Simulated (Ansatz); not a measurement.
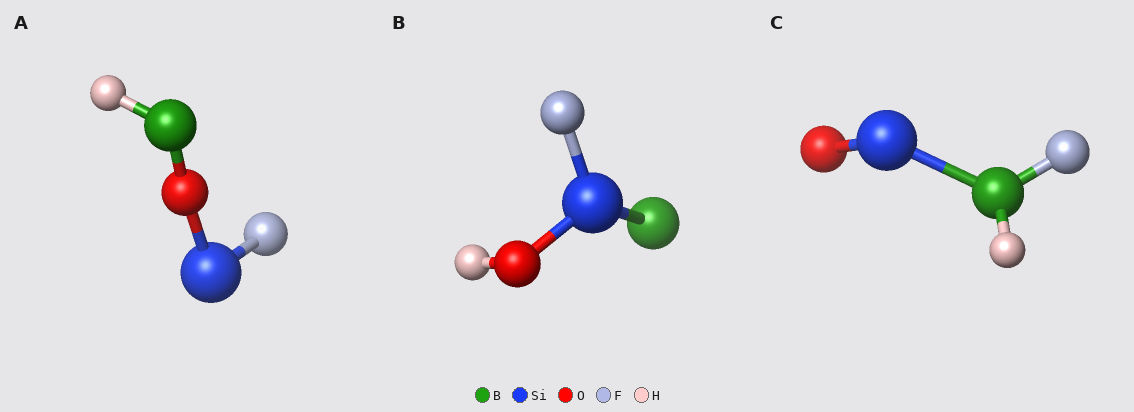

3 stationary structures of one formula. State: charge −1, singlet. Geometries: PBE0-D4/def2-TZVPD. Electronic energies: RHF-CCSD(T) (frozen core)/def2-TZVPPD (Ansatz 0.2.0), without zero-point energy. No frequency run is at hand to confirm each as a minimum.

> Rank them by energy, lowest first.

C is lowest (C1); A lies 17.3 kJ/mol above it (C1), B lies 208.4 kJ/mol above it (C1).
